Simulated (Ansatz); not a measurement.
# Geometry relaxation, with input and output: Si$_{4}$H$_{9}$F (part 2 of 2)

Continued. System: Si$_{4}$H$_{9}$F. Method: RKS PBE/STO-3G (Ansatz 0.2.0). It belongs to a series of runs on one base structure; here: start relaxed.

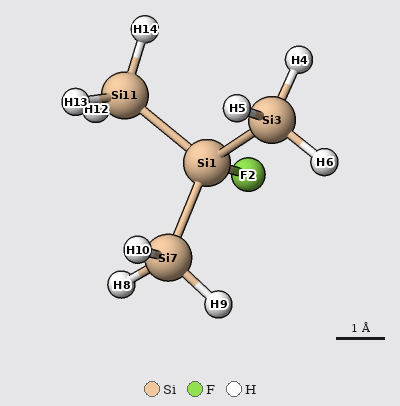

Fig. 1: The geometry at step 19 of the log (ball-and-stick view, seen at a tilt; atoms are numbered from 1 in the order of the input).

## Trajectory as extended XYZ, continued
```
14
Properties=species:S:1:pos:R:3:forces:R:3 step=10 energy=-33949.69941
Si   -0.0061   -0.0405    0.0064   -0.0457   0.0089   0.0990
F    -0.0289   -0.1372    1.6836    0.0035  -0.0009  -0.0798
Si    2.1621    0.0208   -0.7071    0.1692  -0.0066  -0.0670
H     2.8341   -1.2665   -0.5352   -0.0706   0.1243  -0.0086
H     2.2213    0.3530   -2.1298   -0.0121  -0.0340   0.1295
H     2.9525    1.0241    0.0054   -0.0985  -0.0931  -0.0653
Si   -1.0834    1.8659   -0.6436   -0.0774   0.1563  -0.0440
H    -2.5396    1.7338   -0.5926    0.1644  -0.0016   0.0047
H    -0.7195    3.0043    0.1989   -0.0315  -0.1051  -0.0872
H    -0.7272    2.2120   -2.0193   -0.0386  -0.0393   0.1340
Si   -1.0759   -1.8708   -0.8501   -0.0155  -0.0663  -0.0470
H    -1.9645   -2.4855    0.1309    0.0448   0.0454  -0.0404
H    -1.8883   -1.5210   -2.0113    0.0510  -0.0037   0.0593
H    -0.1273   -2.8922   -1.2786   -0.0429   0.0156   0.0128
14
Properties=species:S:1:pos:R:3:forces:R:3 step=11 energy=-33949.70607
Si   -0.0055   -0.0448    0.0107   -0.0006  -0.0013  -0.0001
F    -0.0262   -0.1570    1.6844    0.0001  -0.0020  -0.0050
Si    2.1606    0.0238   -0.7085   -0.0018   0.0016  -0.0022
H     2.8469   -1.2435   -0.4990    0.0002   0.0036   0.0040
H     2.2112    0.3145   -2.1350   -0.0005  -0.0045   0.0030
H     2.9292    1.0563   -0.0270   -0.0031   0.0011  -0.0041
Si   -1.0836    1.8648   -0.6283    0.0008   0.0001   0.0001
H    -2.5310    1.7418   -0.5240    0.0034   0.0006   0.0080
H    -0.6824    3.0099    0.1774    0.0018  -0.0010  -0.0034
H    -0.7745    2.1811   -2.0162   -0.0046  -0.0038   0.0038
Si   -1.0688   -1.8693   -0.8651    0.0012   0.0037  -0.0013
H    -2.0054   -2.4461    0.0897   -0.0026   0.0040  -0.0056
H    -1.8279   -1.5129   -2.0561    0.0077   0.0001  -0.0016
H    -0.1332   -2.9186   -1.2457   -0.0019  -0.0023   0.0044
14
Properties=species:S:1:pos:R:3:forces:R:3 step=12 energy=-33949.70957
Si   -0.0049   -0.0513    0.0151    0.0127  -0.0061  -0.0385
F    -0.0237   -0.1847    1.6860   -0.0025  -0.0009   0.0323
Si    2.1590    0.0288   -0.7084   -0.0270   0.0058   0.0060
H     2.8698   -1.2134   -0.4399    0.0094   0.0034  -0.0014
H     2.1974    0.2528   -2.1470    0.0122  -0.0041   0.0012
H     2.9048    1.1090   -0.0778    0.0054  -0.0026  -0.0076
Si   -1.0856    1.8622   -0.6053   -0.0058  -0.0143  -0.0021
H    -2.5270    1.7607   -0.4171    0.0212   0.0162  -0.0026
H    -0.6222    3.0178    0.1513   -0.0092  -0.0083  -0.0166
H    -0.8471    2.1378   -2.0167   -0.0141   0.0029   0.0303
Si   -1.0631   -1.8659   -0.8864   -0.0471  -0.0257  -0.0100
H    -2.0721   -2.3980    0.0243    0.0486   0.0245  -0.0590
H    -1.7416   -1.5075   -2.1279    0.0388  -0.0280   0.0553
H    -0.1342   -2.9481   -1.1926   -0.0426   0.0371   0.0128
14
Properties=species:S:1:pos:R:3:forces:R:3 step=13 energy=-33949.70485 accepted=F
Si   -0.0023   -0.0624    0.0231    0.0031  -0.0185  -0.1192
F    -0.0187   -0.2269    1.6891    0.0027   0.0018   0.0879
Si    2.1574    0.0359   -0.7100    0.0590   0.0288  -0.0048
H     2.9108   -1.1616   -0.3538   -0.0272   0.0582  -0.0200
H     2.1899    0.1578   -2.1640    0.0049  -0.0088   0.0722
H     2.8686    1.1859   -0.1593   -0.0325  -0.0737  -0.0388
Si   -1.0907    1.8554   -0.5685   -0.1006   0.1152  -0.0491
H    -2.5181    1.7967   -0.2495    0.1764   0.0218  -0.0411
H    -0.5340    3.0283    0.1052   -0.0669  -0.1148  -0.0788
H    -0.9726    2.0786   -2.0109   -0.0177  -0.0216   0.1886
Si   -1.0548   -1.8608   -0.9164   -0.2367  -0.1967  -0.1171
H    -2.1818   -2.3204   -0.0881    0.2824   0.1084  -0.2212
H    -1.5967   -1.5064   -2.2378    0.1347  -0.1061   0.3097
H    -0.1476   -2.9999   -1.1017   -0.1815   0.2063   0.0318
14
Properties=species:S:1:pos:R:3:forces:R:3 step=14 energy=-33949.70158 accepted=F
Si    0.0068   -0.0735    0.0060   -0.2207   0.4648   0.2896
F    -0.0206   -0.2005    1.6808    0.0477  -0.0350  -0.0432
Si    2.1562    0.0306   -0.7145    0.2705  -0.0218  -0.0928
H     2.8855   -1.1979   -0.4275   -0.0190   0.0145   0.0024
H     2.2077    0.2318   -2.1570   -0.0310  -0.0047   0.0207
H     2.8978    1.1257   -0.1025   -0.0441  -0.0083   0.0057
Si   -1.0961    1.8445   -0.5893    0.0891   0.0291  -0.0309
H    -2.5362    1.7774   -0.3763    0.0319  -0.0566   0.0202
H    -0.6066    3.0051    0.1444   -0.0021  -0.0330  -0.0071
H    -0.8856    2.1168   -2.0052   -0.0118  -0.0008   0.0061
Si   -1.0636   -1.8513   -0.8886   -0.0443  -0.3264  -0.1570
H    -2.1157   -2.3486   -0.0159   -0.0314   0.0058   0.0245
H    -1.6772   -1.5081   -2.1625   -0.0115   0.0152  -0.0264
H    -0.1430   -2.9518   -1.1344   -0.0232  -0.0429  -0.0118
14
Properties=species:S:1:pos:R:3:forces:R:3 step=15 energy=-33949.71115
Si   -0.0036   -0.0539    0.0149    0.0042   0.0000  -0.0172
F    -0.0204   -0.1914    1.6860   -0.0007  -0.0017   0.0139
Si    2.1592    0.0302   -0.7104   -0.0077   0.0027   0.0017
H     2.8781   -1.2043   -0.4284    0.0033   0.0018   0.0008
H     2.1992    0.2381   -2.1514    0.0040  -0.0025  -0.0004
H     2.9002    1.1210   -0.0924    0.0014   0.0002  -0.0042
Si   -1.0878    1.8600   -0.5978   -0.0023  -0.0050   0.0010
H    -2.5264    1.7666   -0.3894    0.0078   0.0057   0.0020
H    -0.6109    3.0179    0.1462   -0.0022  -0.0031  -0.0064
H    -0.8697    2.1311   -2.0125   -0.0068   0.0001   0.0110
Si   -1.0626   -1.8650   -0.8910   -0.0178  -0.0127  -0.0038
H    -2.0952   -2.3784    0.0004    0.0155   0.0110  -0.0241
H    -1.7097   -1.5127   -2.1486    0.0174  -0.0097   0.0182
H    -0.1411   -2.9593   -1.1680   -0.0161   0.0130   0.0074
14
Properties=species:S:1:pos:R:3:forces:R:3 step=16 energy=-33949.71354
Si   -0.0011   -0.0594    0.0142   -0.0091   0.0169   0.0260
F    -0.0137   -0.2104    1.6850    0.0020  -0.0019  -0.0052
Si    2.1597    0.0349   -0.7147    0.0061  -0.0073  -0.0092
H     2.8941   -1.1819   -0.3940   -0.0022   0.0201  -0.0080
H     2.1945    0.1976   -2.1624    0.0086  -0.0038   0.0176
H     2.8877    1.1546   -0.1320   -0.0106  -0.0144  -0.0103
Si   -1.0924    1.8566   -0.5784   -0.0009  -0.0036  -0.0034
H    -2.5235    1.7775   -0.3156    0.0213   0.0070  -0.0032
H    -0.5781    3.0194    0.1329   -0.0084  -0.0106  -0.0121
H    -0.9235    2.1068   -2.0040   -0.0116   0.0062   0.0184
Si   -1.0606   -1.8626   -0.9043   -0.0105  -0.0210  -0.0186
H    -2.1531   -2.3295   -0.0589    0.0296   0.0140  -0.0341
H    -1.6288   -1.5190   -2.2028    0.0220  -0.0220   0.0381
H    -0.1519   -2.9844   -1.1077   -0.0362   0.0205   0.0041
14
Properties=species:S:1:pos:R:3:forces:R:3 step=17 energy=-33949.71284 accepted=F
Si    0.0032   -0.0669    0.0147   -0.0062   0.0061   0.0391
F    -0.0014   -0.2371    1.6851    0.0033   0.0114  -0.0512
Si    2.1586    0.0374   -0.7245    0.1019   0.0286  -0.0067
H     2.9248   -1.1490   -0.3580   -0.0432   0.0538  -0.0138
H     2.1982    0.1477   -2.1786   -0.0135  -0.0044   0.0570
H     2.8589    1.1966   -0.1815   -0.0206  -0.0566  -0.0326
Si   -1.0982    1.8514   -0.5536   -0.0566   0.0628  -0.0151
H    -2.5174    1.7914   -0.2156    0.0921   0.0019  -0.0173
H    -0.5372    3.0191    0.1177   -0.0273  -0.0507  -0.0329
H    -1.0048    2.0894   -1.9911    0.0017  -0.0234   0.0849
Si   -1.0527   -1.8597   -0.9208   -0.1634  -0.1781  -0.0906
H    -2.2349   -2.2462   -0.1447    0.1801   0.0492  -0.1377
H    -1.5048   -1.5398   -2.2779    0.0721  -0.0582   0.2015
H    -0.1827   -3.0342   -1.0138   -0.1203   0.1575   0.0154
14
Properties=species:S:1:pos:R:3:forces:R:3 step=18 energy=-33949.71517
Si    0.0005   -0.0616    0.0159   -0.0006   0.0070   0.0311
F    -0.0070   -0.2195    1.6863   -0.0006  -0.0017  -0.0173
Si    2.1597    0.0381   -0.7183    0.0146  -0.0091  -0.0169
H     2.9055   -1.1665   -0.3799   -0.0040   0.0082  -0.0016
H     2.1934    0.1764   -2.1682   -0.0008  -0.0019   0.0091
H     2.8821    1.1720   -0.1575   -0.0148  -0.0058  -0.0003
Si   -1.0946    1.8553   -0.5654   -0.0200   0.0164  -0.0117
H    -2.5195    1.7852   -0.2696    0.0177   0.0001  -0.0005
H    -0.5616    3.0221    0.1251   -0.0001  -0.0138  -0.0044
H    -0.9600    2.0986   -1.9958   -0.0028  -0.0041   0.0173
Si   -1.0580   -1.8618   -0.9105   -0.0329  -0.0507  -0.0376
H    -2.1939   -2.2974   -0.1061    0.0389   0.0289  -0.0214
H    -1.5686   -1.5339   -2.2368    0.0255  -0.0049   0.0426
H    -0.1683   -3.0068   -1.0618   -0.0201   0.0313   0.0116
14
Properties=species:S:1:pos:R:3:forces:R:3 step=19 energy=-33949.71624
Si    0.0021   -0.0655    0.0152   -0.0168  -0.0117   0.0085
F    -0.0029   -0.2333    1.6849    0.0067   0.0039  -0.0232
Si    2.1580    0.0370   -0.7262    0.0122   0.0281   0.0156
H     2.9177   -1.1539   -0.3705   -0.0089   0.0085  -0.0019
H     2.1923    0.1583   -2.1775   -0.0038  -0.0011   0.0077
H     2.8617    1.1877   -0.1758    0.0095  -0.0127  -0.0143
Si   -1.0999    1.8515   -0.5543    0.0128   0.0115   0.0057
H    -2.5184    1.7926   -0.2270    0.0191  -0.0043  -0.0010
H    -0.5421    3.0158    0.1208   -0.0116  -0.0043  -0.0116
H    -0.9935    2.0873   -1.9882   -0.0039  -0.0011   0.0148
Si   -1.0538   -1.8609   -0.9194   -0.0314  -0.0297  -0.0035
H    -2.2275   -2.2476   -0.1438    0.0449   0.0021  -0.0555
H    -1.5042   -1.5433   -2.2704    0.0197  -0.0278   0.0568
H    -0.1802   -3.0255   -1.0102   -0.0485   0.0386   0.0018
14
Properties=species:S:1:pos:R:3:forces:R:3 step=20 energy=-33949.71664
Si    0.0033   -0.0703    0.0149    0.0123   0.0337   0.0451
F     0.0074   -0.2471    1.6839   -0.0037   0.0049  -0.0238
Si    2.1569    0.0455   -0.7307    0.0210  -0.0172  -0.0081
H     2.9221   -1.1371   -0.3571   -0.0027   0.0234  -0.0126
H     2.1820    0.1401   -2.1846    0.0074  -0.0001   0.0177
H     2.8607    1.2084   -0.2053   -0.0155  -0.0203  -0.0101
Si   -1.0997    1.8506   -0.5395   -0.0342  -0.0032   0.0037
H    -2.5096    1.7916   -0.1733    0.0353   0.0148  -0.0139
H    -0.5249    3.0203    0.1126   -0.0104  -0.0219  -0.0134
H    -1.0317    2.0755   -1.9782   -0.0032  -0.0027   0.0320
Si   -1.0525   -1.8618   -0.9257   -0.0719  -0.0861  -0.0641
H    -2.2785   -2.2037   -0.2049    0.1250   0.0261  -0.0893
H    -1.4233   -1.5605   -2.3082    0.0343  -0.0531   0.1383
H    -0.2029   -3.0513   -0.9464   -0.0939   0.1017  -0.0016
14
Properties=species:S:1:pos:R:3:forces:R:3 step=21 energy=-33949.71773
Si    0.0048   -0.0676    0.0175   -0.0139  -0.0130   0.0215
F     0.0077   -0.2432    1.6863    0.0025  -0.0014  -0.0233
Si    2.1579    0.0425   -0.7321    0.0277   0.0240  -0.0112
H     2.9309   -1.1370   -0.3661   -0.0194   0.0084   0.0025
H     2.1840    0.1437   -2.1854   -0.0063  -0.0014   0.0128
H     2.8585    1.2057   -0.2042   -0.0044  -0.0137  -0.0063
Si   -1.1032    1.8501   -0.5364   -0.0055   0.0312  -0.0124
H    -2.5141    1.8008   -0.1747    0.0289  -0.0115  -0.0007
H    -0.5258    3.0183    0.1154   -0.0074  -0.0125  -0.0086
H    -1.0319    2.0760   -1.9743   -0.0010  -0.0044   0.0210
Si   -1.0508   -1.8595   -0.9250   -0.0761  -0.1069  -0.0538
H    -2.2801   -2.2019   -0.2148    0.0812   0.0326  -0.0436
H    -1.4178   -1.5744   -2.3096    0.0359  -0.0051   0.0925
H    -0.2107   -3.0533   -0.9391   -0.0422   0.0737   0.0096
14
Properties=species:S:1:pos:R:3:forces:R:3 step=22 energy=-33949.71917
Si    0.0051   -0.0692    0.0177    0.0006  -0.0019  -0.0005
F     0.0132   -0.2476    1.6855    0.0002  -0.0010   0.0007
Si    2.1563    0.0456   -0.7372   -0.0003   0.0022  -0.0009
H     2.9258   -1.1359   -0.3731   -0.0006  -0.0004  -0.0003
H     2.1775    0.1472   -2.1900   -0.0007   0.0002  -0.0007
H     2.8603    1.2063   -0.2102    0.0002   0.0004  -0.0005
Si   -1.1041    1.8490   -0.5314    0.0006   0.0002   0.0005
H    -2.5111    1.7947   -0.1600   -0.0001  -0.0003   0.0014
H    -0.5252    3.0182    0.1155    0.0002  -0.0001   0.0002
H    -1.0426    2.0732   -1.9692   -0.0010  -0.0005   0.0001
Si   -1.0499   -1.8611   -0.9258   -0.0006   0.0006   0.0000
H    -2.2971   -2.1762   -0.2432   -0.0016   0.0028  -0.0026
H    -1.3748   -1.5842   -2.3183    0.0042  -0.0014  -0.0010
H    -0.2239   -3.0602   -0.9030   -0.0011  -0.0009   0.0036
14
Properties=species:S:1:pos:R:3:forces:R:3 step=23 energy=-33949.71994
Si    0.0063   -0.0722    0.0181    0.0050   0.0013  -0.0164
F     0.0204   -0.2568    1.6848   -0.0004  -0.0008   0.0142
Si    2.1546    0.0494   -0.7444   -0.0120  -0.0007   0.0028
H     2.9297   -1.1279   -0.3795    0.0046  -0.0047   0.0002
H     2.1696    0.1466   -2.1973    0.0016   0.0012  -0.0054
H     2.8553    1.2144   -0.2232    0.0042   0.0047   0.0010
Si   -1.1066    1.8466   -0.5210    0.0028  -0.0075   0.0050
H    -2.5078    1.7960   -0.1281   -0.0046   0.0017   0.0011
H    -0.5154    3.0158    0.1143    0.0001   0.0049   0.0001
H    -1.0662    2.0663   -1.9601   -0.0006   0.0009  -0.0021
Si   -1.0478   -1.8621   -0.9294   -0.0048  -0.0002  -0.0027
H    -2.3301   -2.1332   -0.2917    0.0263  -0.0015  -0.0242
H    -1.3060   -1.6062   -2.3412    0.0045  -0.0176   0.0309
H    -0.2466   -3.0766   -0.8439   -0.0267   0.0186  -0.0046
14
Properties=species:S:1:pos:R:3:forces:R:3 step=24 energy=-33949.71978 accepted=F
Si    0.0091   -0.0739    0.0202    0.0147   0.0058  -0.0370
F     0.0322   -0.2656    1.6852   -0.0003  -0.0008   0.0330
Si    2.1527    0.0547   -0.7551   -0.0255  -0.0106   0.0071
H     2.9305   -1.1219   -0.3954    0.0135  -0.0093  -0.0005
H     2.1580    0.1524   -2.2079    0.0028   0.0015  -0.0107
H     2.8555    1.2199   -0.2383    0.0063   0.0119   0.0060
Si   -1.1103    1.8445   -0.5064   -0.0046  -0.0169   0.0055
H    -2.5038    1.7930   -0.0879   -0.0096   0.0074  -0.0002
H    -0.5094    3.0168    0.1134    0.0041   0.0059   0.0030
H    -1.0961    2.0582   -1.9468   -0.0006   0.0013  -0.0037
Si   -1.0436   -1.8624   -0.9316   -0.0480  -0.0570  -0.0482
H    -2.3734   -2.0755   -0.3641    0.1128   0.0066  -0.0597
H    -1.2076   -1.6411   -2.3672    0.0080  -0.0384   0.1252
H    -0.2843   -3.0990   -0.7606   -0.0737   0.0927  -0.0199
14
Properties=species:S:1:pos:R:3:forces:R:3 step=25 energy=-33949.72049
Si    0.0083   -0.0720    0.0196    0.0060   0.0056  -0.0166
F     0.0269   -0.2593    1.6857   -0.0007  -0.0017   0.0160
Si    2.1541    0.0524   -0.7494   -0.0086  -0.0082   0.0003
H     2.9289   -1.1266   -0.3890    0.0059  -0.0018  -0.0018
H     2.1639    0.1520   -2.2022    0.0019   0.0009  -0.0032
H     2.8585    1.2156   -0.2290   -0.0005   0.0038   0.0027
Si   -1.1085    1.8461   -0.5137   -0.0045  -0.0069   0.0025
H    -2.5063    1.7944   -0.1090   -0.0038   0.0037   0.0001
H    -0.5138    3.0180    0.1135    0.0022   0.0011   0.0015
H    -1.0806    2.0624   -1.9537   -0.0006   0.0004  -0.0016
Si   -1.0453   -1.8613   -0.9296   -0.0143  -0.0220  -0.0170
H    -2.3503   -2.1078   -0.3293    0.0248   0.0084  -0.0117
H    -1.2590   -1.6265   -2.3523    0.0068  -0.0058   0.0281
H    -0.2673   -3.0872   -0.8040   -0.0147   0.0224   0.0005
14
Properties=species:S:1:pos:R:3:forces:R:3 step=26 energy=-33949.72048 accepted=F
Si    0.0109   -0.0737    0.0208   -0.0007  -0.0123  -0.0312
F     0.0373   -0.2670    1.6860    0.0008   0.0002   0.0210
Si    2.1522    0.0547   -0.7600   -0.0068   0.0103   0.0066
H     2.9332   -1.1239   -0.4114   -0.0014  -0.0012  -0.0001
H     2.1542    0.1639   -2.2123    0.0009   0.0007  -0.0001
H     2.8549    1.2171   -0.2353    0.0067   0.0008  -0.0022
Si   -1.1142    1.8426   -0.5017    0.0077   0.0007   0.0030
H    -2.5061    1.7952   -0.0762    0.0018  -0.0007   0.0004
H    -0.5073    3.0147    0.1136   -0.0032   0.0030  -0.0019
H    -1.1069    2.0548   -1.9427   -0.0011   0.0003   0.0021
Si   -1.0413   -1.8619   -0.9315   -0.0395  -0.0501  -0.0318
H    -2.3855   -2.0514   -0.3934    0.0881   0.0014  -0.0459
H    -1.1694   -1.6607   -2.3726    0.0041  -0.0266   0.0987
H    -0.3026   -3.1044   -0.7257   -0.0575   0.0735  -0.0186
14
Properties=species:S:1:pos:R:3:forces:R:3 step=27 energy=-33949.72089
Si    0.0098   -0.0732    0.0196   -0.0010   0.0038  -0.0127
F     0.0318   -0.2622    1.6856    0.0013  -0.0042   0.0137
Si    2.1536    0.0541   -0.7544   -0.0004  -0.0010  -0.0016
H     2.9317   -1.1251   -0.4019    0.0004  -0.0022   0.0007
H     2.1605    0.1605   -2.2068   -0.0010   0.0009  -0.0021
H     2.8580    1.2159   -0.2306   -0.0003   0.0026   0.0023
Si   -1.1112    1.8441   -0.5075    0.0004   0.0002  -0.0034
H    -2.5063    1.7955   -0.0933   -0.0019  -0.0017   0.0020
H    -0.5110    3.0166    0.1133    0.0022   0.0006   0.0014
H    -1.0932    2.0584   -1.9480   -0.0008   0.0008  -0.0017
Si   -1.0438   -1.8619   -0.9303   -0.0102  -0.0177  -0.0100
H    -2.3673   -2.0806   -0.3615    0.0172   0.0050  -0.0081
H    -1.2162   -1.6461   -2.3612    0.0047  -0.0029   0.0197
H    -0.2870   -3.0959   -0.7654   -0.0106   0.0159   0.0000
```

This output came from the following input.

## The input
```yaml
crystal:
  periodic: [false, false, false]
  atoms:
    - { symbol: Si, position_ang: [0.0, 0.0, 0.0] }
    - { symbol: F, position_ang: [0.0, 0.0, 1.59] }
    - { symbol: Si, position_ang: [2.0935, 0.0, -0.7393] }
    - { symbol: H, position_ang: [2.5508, -1.3762, -0.9079] }
    - { symbol: H, position_ang: [2.1573, 0.6939, -2.0222] }
    - { symbol: H, position_ang: [2.951, 0.6823, 0.2255] }
    - { symbol: Si, position_ang: [-1.0456, 1.8115, -0.7393] }
    - { symbol: H, position_ang: [-2.4302, 1.478, -1.0607] }
    - { symbol: H, position_ang: [-1.0215, 2.8436, 0.2931] }
    - { symbol: H, position_ang: [-0.3743, 2.3069, -1.9374] }
    - { symbol: Si, position_ang: [-1.0456, -1.8115, -0.7393] }
    - { symbol: H, position_ang: [-1.7029, -2.4846, 0.3772] }
    - { symbol: H, position_ang: [-2.0454, -1.4265, -1.7311] }
    - { symbol: H, position_ang: [-0.0777, -2.7173, -1.3511] }
basis:
  gaussian: { orbitals: STO-3G }
hamiltonian:
  xc: pbe
relax:
  f_tol: 0.02
  max_steps: 40
```

Command:
```bash
ansatz run input.yaml --threads 1 --pin off --max-ram 2048MiB --backend cpu --events-out ev --progress --plain --runs-dir out
```

## Summary

```tsv
quantity	value
outcome	converged
total energy	−33949.7209 eV
mean-field energy	−33949.7209 eV
largest force (length of the vector) at the end	0.023 eV/Å
hardware	1 thread of Intel Xeon (Sapphire Rapids), 32 GiB of memory available, shared host
wall time	62 s
peak memory	0.14 GiB
```
